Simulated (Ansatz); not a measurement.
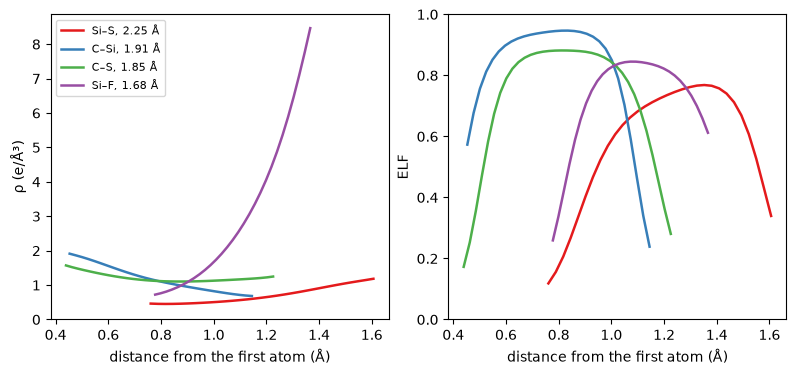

The picture shows: CH$_{2}$FSSi (SMILES F[Si-]1CS1) (charge −1). Total electron density and electron localisation function along straight lines between neighbouring atoms. The curves leave out the atomic cores.

The calculation used Ansatz, RHF/def2-SVP.

```xyz
6

F    -0.3927   -1.8042    1.0849
Si    0.0687   -1.2805   -0.4452
C     0.3379    0.5736   -0.0826
S    -1.3508    0.4296   -0.8236
H     1.0209    1.1712   -0.6866
H     0.3160    0.9104    0.9532
```

What can be read from the curves?

Si–S (2.25 Å): ρ at the midpoint is about 0.58 e/Å³, with its minimum of 0.45 e/Å³ about 0.8 Å from Si; the ELF peaks at about 0.75 between the atoms (a covalent bond).
C–Si (1.91 Å): ρ is about 0.88 e/Å³ halfway; the ELF peaks at about 0.95 between the atoms: localised, covalent bonding.
C–S (1.85 Å): ρ is about 1.1 e/Å³ halfway; the ELF peaks at about 0.90 between the atoms: a covalent bond.
Si–F (1.68 Å): ρ is about 0.87 e/Å³ halfway; the ELF peaks at about 0.85 in the valence shell of F, 0.6 Å from its nucleus, and is about 0.50 at the midpoint.
